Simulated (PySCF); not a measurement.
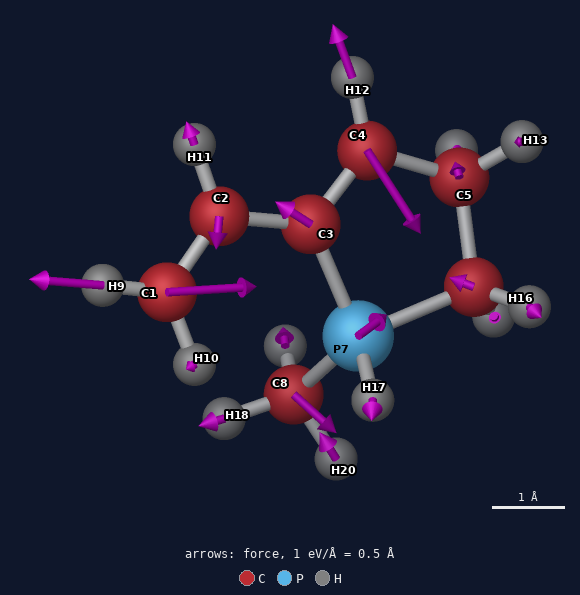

Starting geometry of C₇H₁₂P (charge +1) with the computed forces as purple arrows. A ball-and-stick model, seen at a tilt.

The start comes from GFN2-xTB. Its atoms were then displaced at random by about 0.01 Å.

Method: PBE0-D3(BJ)/def2-SVP geometry optimisation, gas phase in PySCF. 

Q: Is this structure relaxed? If not, where do the atoms go?

A: It isn't relaxed: the largest force vector, on C atoms, is 2.86 eV/Å. The final displacements have little in common with the starting forces (cosine between the two patterns 0.23). The energy falls by 5.43 kcal/mol in 7 geometry steps. The atom that moves furthest after the best rigid fit is an H atom (0.13 Å). Largest moves by element: H 0.13 Å, P 0.06 Å, C 0.06 Å. Some distances before and after: C–H 1.035 → 1.092 Å, C–H 1.053 → 1.095 Å, H–P 1.378 → 1.412 Å, C–H 1.132 → 1.100 Å. Bond angles that change, for instance: C–C–H 125.1° → 120.7°, C–C–H 118.7° → 122.7°, C–C–P 111.3° → 107.5°. Cost: 2.9 min on 1 thread of Intel(R) Xeon(R) Platinum 8259CL CPU @ 2.50GHz, on a shared host.
